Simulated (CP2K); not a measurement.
# One shape, several levels: quartet C2F5

Aim: a comparison of 4 runs (AM1, GFN1-xTB, PM3, PM6) of quartet C2F5. 

The calculation is run with CP2K 2026.2.

2 further runs of the same task are left out: 1 that didn't finish, 1 set aside as unsound or not needed.

## (1) The system as given

The species is C2F5 (7 atoms), meant as a quartet with charge 0. As SMILES of the parent species, `F[C](F)C(F)(F)F`. The coordinates come from a PBE0-D4/def2-TZVP relaxation. That shape belongs to the parent species and isn't relaxed for this state.

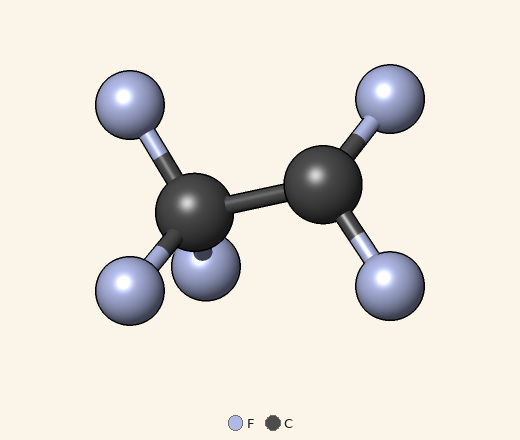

Viewed from a chosen angle; fluorine light blue, carbon dark grey.

## (2) The energy at AM1 (run 1)

Input file molecule.xyz:

```xyz
7

F      1.561030    -0.846020     0.512950
C      0.322010    -0.468420     0.723150
F     -0.464130    -1.481230     1.002660
C     -0.228340     0.480800    -0.320510
F      0.577960     1.527090    -0.444820
F     -1.434800     0.896110     0.043240
F     -0.333720    -0.108340    -1.516660
```

Input file job.inp:

```
&GLOBAL
    PROJECT job
    RUN_TYPE ENERGY
    PRINT_LEVEL MEDIUM
&END GLOBAL

&FORCE_EVAL
    METHOD QS
    &DFT
        MULTIPLICITY 4
        UNRESTRICTED_KOHN_SHAM T
        &QS
            METHOD AM1
            EPS_DEFAULT 1.0E-10
            &SE
                &COULOMB
                    CUTOFF [angstrom] 50
                    RC_RANGE [angstrom] 0
                &END COULOMB
                &EXCHANGE
                    CUTOFF [angstrom] 50
                    RC_RANGE [angstrom] 0
                &END EXCHANGE
            &END SE
        &END QS
        &POISSON
            PERIODIC NONE
            POISSON_SOLVER ANALYTIC
        &END POISSON
        &SCF
            SCF_GUESS ATOMIC
            EPS_SCF 1.0E-07
            MAX_SCF 80
            &DIAGONALIZATION
                ALGORITHM STANDARD
            &END DIAGONALIZATION
            &MIXING
                METHOD DIRECT_P_MIXING
                ALPHA 0.4
            &END MIXING
        &END SCF
        &PRINT
            &MOMENTS
                PERIODIC F
                REFERENCE COM
                MAX_MOMENT 1
            &END MOMENTS
            &MO ON
                ENERGIES T
                OCCUPATION_NUMBERS T
                NDIGITS 6
                &EACH
                    QS_SCF 0
                &END EACH
                ADD_LAST NUMERIC
            &END MO
            &HIRSHFELD OFF
            &END HIRSHFELD
        &END PRINT
    &END DFT
    &SUBSYS
        &CELL
            ABC 13 13 12.5
            PERIODIC NONE
        &END CELL
        &TOPOLOGY
            COORD_FILE_NAME molecule.xyz
            COORD_FILE_FORMAT XYZ
            &CENTER_COORDINATES
            &END CENTER_COORDINATES
        &END TOPOLOGY
    &END SUBSYS
&END FORCE_EVAL
```

The run is started by

```sh
OMP_NUM_THREADS=1 cp2k.psmp job.inp > job.out
```

Output:

```text
CP2K| version string:                                       CP2K version 2026.2
[...]
 GLOBAL| Method name                                                        CP2K
[...]
 GLOBAL| Run type                                                         ENERGY
[...]
                             - Atoms:                                          7
[...]
                             - Spherical basis functions:                     28
[...]
 Number of electrons:                                                         23
[...]
     1 P_Mix/Diag. 0.40E+00    0.0     0.44150657       -91.4626163130 -9.15E+01
[...]
    27 DIIS/Diag.  0.61E-07    0.0     0.00000009       -98.3689551293 -1.99E-13
  *** SCF run converged in    27 steps ***
  Core-core repulsion energy [eV]:                           4742.49477949649099
  Core Hamiltonian energy [eV]:                             -4451.01338219808713
  Two-electron integral energy [eV]:                        -5936.47358978060765
  Electronic energy [eV]:                                   -7419.25017708839096
  Total energy [eV]:                                        -2676.75539759189996
  Atomic reference energy [eV]:                              2672.00122469358303
  Heat of formation [kcal/mol]:                              -109.63384020902062
[...]
 SE_DIPOLE| Moment [Debye]          0.03827664      -0.13110579      -0.01184729
 SE_DIPOLE| Derivative [a.u.]       0.00000000       0.00000000       0.00000000
 ENERGY| Total FORCE_EVAL ( QS ) energy [hartree]            -98.368955129305704
[...]
```

Wall time 1.6 s (1 thread of Intel Xeon at 2.50GHz (Skylake/Cascade Lake), shared host); peak memory 0.19 GiB.

## (3) A single-point energy at GFN1-xTB (run 2)

Input file job.inp:

```
&GLOBAL
  PROJECT job
  RUN_TYPE ENERGY
  PRINT_LEVEL MEDIUM
&END GLOBAL

&FORCE_EVAL
  METHOD Quickstep
  &DFT
    CHARGE 0
    MULTIPLICITY 4
    UKS T
    # Quickstep
    &QS
      METHOD XTB
      EPS_DEFAULT 1.0E-10
      &XTB
        GFN_TYPE 1
        CHECK_ATOMIC_CHARGES F
      &END XTB
    &END QS
    # cluster boundary conditions
    &POISSON
      PERIODIC NONE
      POISSON_SOLVER ANALYTIC
    &END POISSON
    # SCF settings
    &SCF
      SCF_GUESS ATOMIC
      EPS_SCF 1.0E-06
      MAX_SCF 40
      &OT ON
        MINIMIZER CG
        PRECONDITIONER FULL_SINGLE_INVERSE
      &END OT
      &OUTER_SCF
        EPS_SCF 1.0E-06
        MAX_SCF 10
      &END OUTER_SCF
    &END SCF
    &PRINT
      &MOMENTS
        PERIODIC F
        REFERENCE COM
        MAX_MOMENT 1
      &END MOMENTS
      &MO_CUBES
        NLUMO 3
        NHOMO -1
        WRITE_CUBE F
      &END MO_CUBES
      &HIRSHFELD OFF
      &END HIRSHFELD
    &END PRINT
  &END DFT
  &SUBSYS
    # box in angstrom
    &CELL
      ABC [angstrom] 13 13 12.5
      PERIODIC NONE
    &END CELL
    &COORD
      UNIT bohr
      F      2.9499192    -1.5987461     0.9693350
      C      0.6085107    -0.8851855     1.3665554
      F     -0.8770786    -2.7991190     1.8947528
      C     -0.4315001     0.9085803    -0.6056761
      F      1.0921861     2.8857819    -0.8405880
      F     -2.7113790     1.6934025     0.0817118
      F     -0.6306394    -0.2047329    -2.8660720
    &END COORD
    &TOPOLOGY
      &CENTER_COORDINATES
      &END CENTER_COORDINATES
    &END TOPOLOGY
  &END SUBSYS
&END FORCE_EVAL
```

The run is started by

```sh
OMP_NUM_THREADS=1 cp2k.psmp -i job.inp -o job.out
```

Output:

```text
CP2K| version string:                                       CP2K version 2026.2
[...]
 GLOBAL| Method name                                                        CP2K
[...]
 GLOBAL| Run type                                                         ENERGY
[...]
                             - Atoms:                                          7
[...]
                             - Spherical basis functions:                     28
[...]
 Number of electrons:                                                         23
[...]
     1 OT CG       0.80E-01    0.1     0.10001360       -28.9956643174 -2.90E+01
[...]
    36 OT CG       0.12E+00    0.0     0.00000088       -29.3681697084 -8.56E-11
  *** SCF run converged in    36 steps ***
[...]
 TB_DIPOLE| Moment [Debye]          0.21899891       0.02956871       0.94165543
 TB_DIPOLE| Derivative [a.u.]       0.00000000       0.00000000       0.00000000
[...]
 ENERGY| Total FORCE_EVAL ( QS ) energy [hartree]            -29.368169708394920
[...]
```

Wall time 3.6 s (1 thread of Intel Xeon at 2.50GHz (Skylake/Cascade Lake), shared host); peak memory 0.19 GiB.

Run 3 isn't shown in full; the table further down has it.

## (4) The energy at PM6 (run 4)

Input file qs.inp:

```
&GLOBAL
   PROJECT_NAME qs
   RUN_TYPE ENERGY
   PRINT_LEVEL MEDIUM
&END GLOBAL

&FORCE_EVAL
   METHOD QUICKSTEP
   &DFT
      CHARGE 0
      MULTIPLICITY 4
      SPIN_POLARIZED T
      &QS
         METHOD PM6
         EPS_DEFAULT 1.0E-10
         &SE
            &COULOMB
               CUTOFF [angstrom] 50
               RC_RANGE [angstrom] 0
            &END COULOMB
            &EXCHANGE
               CUTOFF [angstrom] 50
               RC_RANGE [angstrom] 0
            &END EXCHANGE
         &END SE
      &END QS
      &POISSON
         PERIODIC NONE
         POISSON_SOLVER ANALYTIC
      &END POISSON
      &SCF
         SCF_GUESS ATOMIC
         EPS_SCF 1.0E-06
         MAX_SCF 150
         ADDED_MOS 8
         &DIAGONALIZATION
            ALGORITHM STANDARD
         &END DIAGONALIZATION
         &MIXING
            METHOD DIRECT_P_MIXING
            ALPHA 0.4
         &END MIXING
      &END SCF
      &PRINT
         &MOMENTS
            PERIODIC F
            REFERENCE COM
            MAX_MOMENT 1
         &END MOMENTS
         &MO ON
            ENERGIES T
            OCCUPATION_NUMBERS T
            NDIGITS 6
            &EACH
               QS_SCF 0
            &END EACH
            ADD_LAST NUMERIC
         &END MO
         &HIRSHFELD OFF
         &END HIRSHFELD
      &END PRINT
   &END DFT
   &SUBSYS
      &CELL
         ABC [angstrom] 19 19 18.5
         PERIODIC NONE
      &END CELL
      &COORD
         F      1.561030    -0.846020     0.512950
         C      0.322010    -0.468420     0.723150
         F     -0.464130    -1.481230     1.002660
         C     -0.228340     0.480800    -0.320510
         F      0.577960     1.527090    -0.444820
         F     -1.434800     0.896110     0.043240
         F     -0.333720    -0.108340    -1.516660
      &END COORD
      &TOPOLOGY
         &CENTER_COORDINATES
         &END CENTER_COORDINATES
      &END TOPOLOGY
   &END SUBSYS
&END FORCE_EVAL
```

The run is started by

```sh
OMP_NUM_THREADS=1 cp2k.psmp -i qs.inp > qs.out 2>&1
```

Output:

```text
CP2K| version string:                                       CP2K version 2026.2
[...]
 GLOBAL| Method name                                                        CP2K
[...]
 GLOBAL| Run type                                                         ENERGY
[...]
 *** WARNING in qs_environment.F:2210 :: More added MOs requested than     ***
 *** available. The full set of unoccupied MOs will be used. Use           ***
 *** 'ADDED_MOS -1' to always use all available MOs and to get rid of this ***
[...]
                             - Atoms:                                          7
[...]
                             - Spherical basis functions:                     28
[...]
 Number of electrons:                                                         23
[...]
     1 P_Mix/Diag. 0.40E+00    0.0     0.40238838       -89.6886789446 -8.97E+01
[...]
    31 DIIS/Diag.  0.15E-06    0.0     0.00000061       -95.3014763197 -2.07E-12
  *** SCF run converged in    31 steps ***
  Core-core repulsion energy [eV]:                           4566.06852854774570
  Core Hamiltonian energy [eV]:                             -4320.94083143576427
  Two-electron integral energy [eV]:                        -5676.82550268548857
  Electronic energy [eV]:                                   -7159.35358277850810
  Total energy [eV]:                                        -2593.28505423076285
  Atomic reference energy [eV]:                              2590.10780169358213
  Heat of formation [kcal/mol]:                               -73.26918991277466
[...]
 SE_DIPOLE| Moment [Debye]         -0.10336074       0.10212580      -0.29507068
 SE_DIPOLE| Derivative [a.u.]       0.00000000       0.00000000       0.00000000
 ENERGY| Total FORCE_EVAL ( QS ) energy [hartree]            -95.301476319659429
[...]
```

Wall time 1.9 s (1 thread of Intel Xeon at 2.50GHz (Skylake/Cascade Lake), shared host); peak memory 0.18 GiB.

## (5) The series

| run | level | SCF convergence threshold | iteration cap | energy (Eh) | dipole moment (D) | HOMO energy (eV) | heat of formation (kcal/mol) | wall time |
| --- | --- | --- | --- | --- | --- | --- | --- | --- |
| 1 | AM1 | 1e-07 | 80 | -98.368955 | 0.14 | -8.70 | -109.6 | 1.6 s |
| 2 | GFN1-xTB | 1e-06 | 40 | -29.368170 | 0.97 | -1.59 | – | 3.6 s |
| 3 | PM3 | 1e-07 | 150 | -89.396945 | 0.45 | -8.87 | -84.2 | 1.7 s |
| 4 | PM6 | 1e-06 | 150 | -95.301476 | 0.33 | -8.40 | -73.3 | 1.9 s |

## (6) What came out

```
                                 quantity           value
                      run 4: total energy    -95.30148 Eh
                     run 4: dipole moment          0.33 D
run 4: HOMO energy (highest over α and β)        -8.40 eV
 run 4: LUMO energy (lowest over α and β)        -6.31 eV
                 run 4: heat of formation  -73.3 kcal/mol
```

The dipole moment (its size) runs from 0.14 D (AM1) to 0.97 D (GFN1-xTB). Some of these are taken from atomic charges alone. Force-field and semi-empirical energies have zeros of their own, so their totals don't compare. All runs together took 8.8 s, the longest 3.6 s.
